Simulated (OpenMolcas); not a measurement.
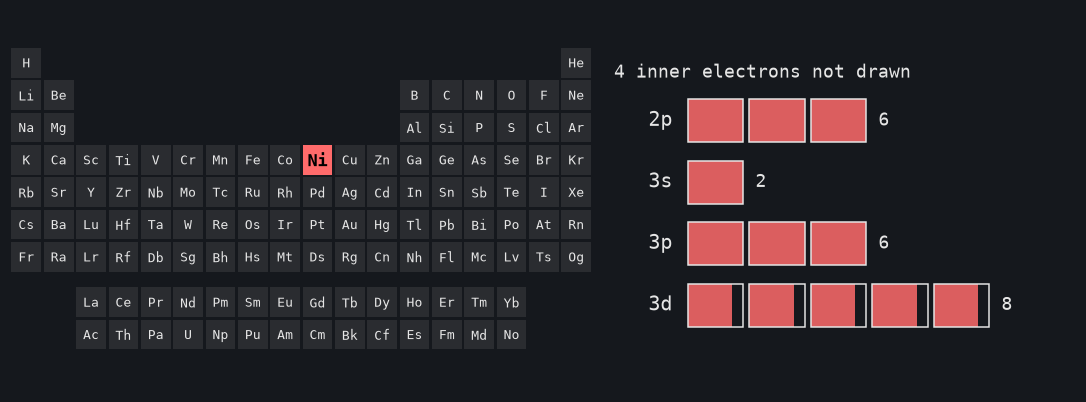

*Left, the place of nickel in the periodic table; right, the outer shells of the leading configuration of the lowest level: a box for each of the 2l + 1 orbitals, shaded by the share of the shell that is filled, with the electron count at the right.*

Multiconfigurational calculation, with input and output: Ni²⁺ complex

Ni²⁺ with 6 ligands (F; octahedron, 2.014 Å), embedded in LiF by model potentials and point charges, whose field is part of the energies. Computed at this level: state-averaged SS-CASPT2, IPEA shift 0.25, imaginary shift 0.1 hartree, closed shells 3s 3p of the metal and the valence shells of the ligands correlated, active space 8 electrons in the shell 3d, basis ANO-RCC-VTZP on the metal and ANO-RCC-VDZP on the ligands, DKH2 scalar Hamiltonian, spin-orbit coupling by RASSI with atomic mean-field integrals (OpenMolcas).

## The program's output (extracts)
```
--- CASPT2 ---
Orbital specifications:
      -----------------------

      Symmetry species                           1   2
                                                ag  au
      Frozen orbitals                            5   6
      Inactive orbitals                         13  15
      Active orbitals                            5   0
      Secondary orbitals                        49  50
      Deleted orbitals                           0   0
      Number of basis functions                 72  71
Type of calculation                        SS-CASPT2
      Fock operator                              state-specific
      IPEA shift                                 0.25
      Real shift                                 0.00
      Imaginary shift                            0.10
      The input orbitals will be transformed to quasi-canonical
Reference energy:       -2119.3230236375
      E2 (Non-variational):      -1.8800196674
      Shift correction:          -0.0008474933
      E2 (Variational):          -1.8808671607
      Total energy:           -2121.2038907983
      Residual norm:              0.0000002581
      Reference weight:           0.74097
      Contributions to the CASPT2 correlation energy
      Active & Virtual Only:         -0.2700228657
      One Inactive Excited:          -0.3356592049
      Two Inactive Excited:          -1.2743375968
Reference energy:       -2119.2885119133
      E2 (Non-variational):      -1.8693066056
      Shift correction:          -0.0008327555
      E2 (Variational):          -1.8701393611
      Total energy:           -2121.1586512744
      Residual norm:              0.0000001211
      Reference weight:           0.74301
      Contributions to the CASPT2 correlation energy
      Active & Virtual Only:         -0.2665415944
      One Inactive Excited:          -0.3337402627
      Two Inactive Excited:          -1.2690247484
::    CASPT2 Root  1     Total energy:  -2121.20389080
::    CASPT2 Root  2     Total energy:  -2121.15865127
::    CASPT2 Root  3     Total energy:  -2121.15858958
::    CASPT2 Root  4     Total energy:  -2121.15870033
::    CASPT2 Root  5     Total energy:  -2121.13242200
::    CASPT2 Root  6     Total energy:  -2121.13244638
::    CASPT2 Root  7     Total energy:  -2121.13292980
::    CASPT2 Root  8     Total energy:  -2121.08209208
::    CASPT2 Root  9     Total energy:  -2121.08205228
::    CASPT2 Root 10     Total energy:  -2121.08210784
--- CASPT2 ---
Orbital specifications:
      -----------------------

      Symmetry species                           1   2
                                                ag  au
      Frozen orbitals                            5   6
      Inactive orbitals                         13  15
      Active orbitals                            5   0
      Secondary orbitals                        49  50
      Deleted orbitals                           0   0
      Number of basis functions                 72  71
Type of calculation                        SS-CASPT2
      Fock operator                              state-specific
      IPEA shift                                 0.25
      Real shift                                 0.00
      Imaginary shift                            0.10
      The input orbitals will be transformed to quasi-canonical
Reference energy:       -2119.2370381654
      E2 (Non-variational):      -1.9022416733
      Shift correction:          -0.0008870208
      E2 (Variational):          -1.9031286941
      Total energy:           -2121.1401668595
      Residual norm:              0.0000005435
      Reference weight:           0.73714
      Contributions to the CASPT2 correlation energy
      Active & Virtual Only:         -0.2767311433
      One Inactive Excited:          -0.3440650793
      Two Inactive Excited:          -1.2814454506
Reference energy:       -2119.2370381652
      E2 (Non-variational):      -1.9022597609
      Shift correction:          -0.0008869682
      E2 (Variational):          -1.9031467291
      Total energy:           -2121.1401848943
      Residual norm:              0.0000005416
      Reference weight:           0.73715
      Contributions to the CASPT2 correlation energy
      Active & Virtual Only:         -0.2767439344
      One Inactive Excited:          -0.3440703108
      Two Inactive Excited:          -1.2814455157
::    CASPT2 Root  1     Total energy:  -2121.14016686
::    CASPT2 Root  2     Total energy:  -2121.14018489
::    CASPT2 Root  3     Total energy:  -2121.10084110
::    CASPT2 Root  4     Total energy:  -2121.09903564
::    CASPT2 Root  5     Total energy:  -2121.10105259
::    CASPT2 Root  6     Total energy:  -2121.09224443
::    CASPT2 Root  7     Total energy:  -2121.06642114
::    CASPT2 Root  8     Total energy:  -2121.06625731
::    CASPT2 Root  9     Total energy:  -2121.06633930
::    CASPT2 Root 10     Total energy:  -2121.03329920
::    CASPT2 Root 11     Total energy:  -2121.03350513
::    CASPT2 Root 12     Total energy:  -2121.03254275
::    CASPT2 Root 13     Total energy:  -2121.03251614
::    CASPT2 Root 14     Total energy:  -2121.03252258
::    CASPT2 Root 15     Total energy:  -2120.92481955
```

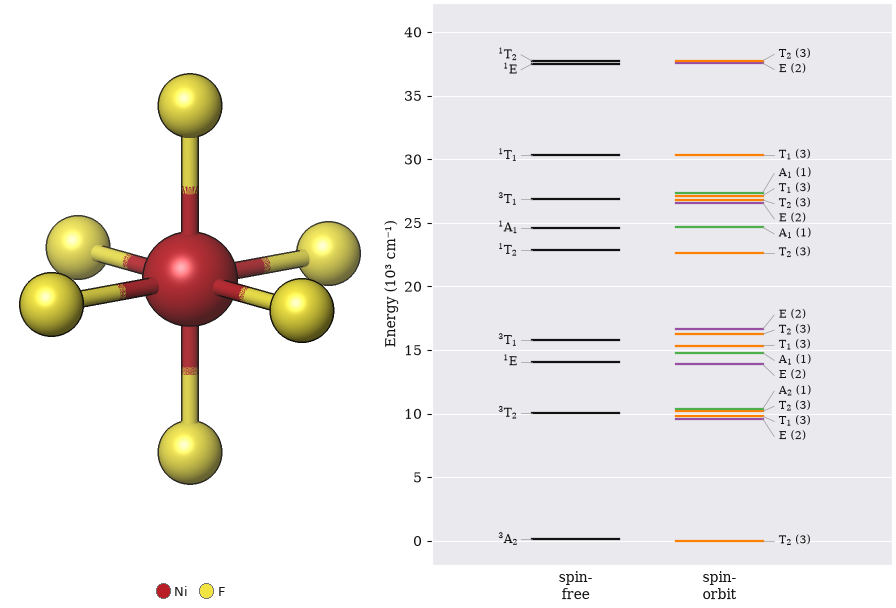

*Ni²⁺ (3d⁸) as a dopant in LiF, a cluster with its 6 nearest F⁻ at 2.014 Å (octahedron) embedded in model potentials and point charges; the geometry was set, not optimised, and its levels. Labels give the representation in O, Td, D4 or D3 as the site allows (double group for half-integer spin) where it could be assigned and, in brackets, the degeneracy; spin-free states, where drawn, share the zero of the spin-orbit levels.*

The ground level is T₂, 3-fold degenerate, 100 % from states of spin multiplicity 3. The next level lies at 9,590 cm⁻¹ (E). The lowest spin-free state is ³A₂, from the free-ion F term; of the same spin there follow at 9,930 cm⁻¹ (³T₂), 15,600 cm⁻¹ (³T₁) and 26,700 cm⁻¹ (³T₁) above it.

## The input
```
&GATEWAY
Basis set
Ni.ANO-RCC-VTZP.
Ni1 0.0 0.0 0.0 Angstrom
End of basis
Basis set
F.ANO-RCC-VDZP.
L1 2.014000 0.000000 0.000000 Angstrom
L2 0.000000 2.014000 0.000000 Angstrom
L3 0.000000 0.000000 2.014000 Angstrom
End of basis
Basis set
Li.EMB-AIMP.Seijo.0s.0s.ECP.LiF.
PseudoCharge
* 67 symmetry-unique lattice sites within 7.6 angstrom
End of basis
Basis set
F.EMB-AIMP.Seijo.0s.0s.ECP.LiF.
PseudoCharge
* 55 symmetry-unique lattice sites within 7.6 angstrom
End of basis
Symmetry
XYZ
AngMom=0.0 0.0 0.0
AMFI
RICD
XField
973 Angstrom 0
* Evjen-weighted lattice charges
&SEWARD
&RASSCF
FileOrb=start.orb
Symmetry=1
Spin=3
nActEl=8 0 0
Inactive=18 21
Ras2=5 0
CIRoot=10 10 1
SDav=10
CIMx=300
Iter=150 100
PrWF=0.3
OrbListing=Nothing
MaxOrb=0
LevShft=1.0
>>> COPY $Project.JobIph JOB001
&RASSCF
FileOrb=start.orb
Symmetry=1
Spin=1
nActEl=8 0 0
Inactive=18 21
Ras2=5 0
CIRoot=15 15 1
SDav=15
CIMx=300
Iter=150 100
PrWF=0.3
OrbListing=Nothing
MaxOrb=0
LevShft=1.0
>>> COPY $Project.JobIph JOB002
&RASSI
NrOfJobIphs=2 10 15
1 2 3 4 5 6 7 8 9 10
1 2 3 4 5 6 7 8 9 10 11 12 13 14 15
IphNames
JOB001
JOB002
EJob
SpinOrbit
DIPRint=1.0
SOCoupling=1000.0
Subsets=2
Property=9
'ANGMOM' 1 'ANGMOM' 2 'ANGMOM' 3 'MLTPL  1' 1 'MLTPL  1' 2 'MLTPL  1' 3
'AMFI' 1 'AMFI' 2 'AMFI' 3
SOProperty=3
'ANGMOM' 1 'ANGMOM' 2 'ANGMOM' 3
>>> COPY JOB001 $Project.JobIph
&CASPT2
Multistate=10 1 2 3 4 5 6 7 8 9 10
NoMult
Frozen=5 6
IPEA=0.25
Imaginary=0.1
MaxIter=60
WThr=0.0 0.3 0.05
PrWF=0.5
NoMix
>>> COPY JOB002 $Project.JobIph
&CASPT2
Multistate=15 1 2 3 4 5 6 7 8 9 10 11 12 13 14 15
NoMult
Frozen=5 6
IPEA=0.25
Imaginary=0.1
MaxIter=60
WThr=0.0 0.3 0.05
PrWF=0.5
NoMix
```

The file start.orb holds starting orbitals from an earlier step. A driver script formed the levels outside the program, from RASSI's spin-orbit matrix and the CASPT2 energies (for multi-state variants, the effective Hamiltonian), averaged over the components of each term or state. The log and the time are those of the CASPT2 step.

Launched with:
```bash
OMP_NUM_THREADS=1 MOLCAS_MEM=2457 MOLCAS_PROJECT=a pymolcas a.inp > a.log  # once for each step of the input, in one work folder
```

## Results in brief

| quantity | value |
| --- | --- |
| outcome | converged; degenerate states are split by up to 443 cm⁻¹ |
| energy of the lowest spin-free term | −2121.20389 hartree |
| energy of the lowest spin-orbit level | −2121.20435 hartree |
| CASPT2 correlation energy | −1.8809 hartree |
| largest spread among components of a term | 442.7 cm⁻¹ |
| lowest reference weight | 0.728 |
| hardware | 1 thread of Arm Neoverse V2, 24 GiB of memory available, shared host |
| wall time | 76 s |
| peak memory | 0.2 GiB |

## Remarks

The components of ¹T2, which symmetry makes degenerate, are split by 443 cm⁻¹ in CASPT2, and those of 1 more by over 50 cm⁻¹. This is an artefact; the levels of such states rest on averages and are uncertain by about as much. Caveats: with a single d shell and no ligand orbitals active, the ligand field and the g values of a late 3d ion can be well off; the geometry is set by hand, with no relaxation.
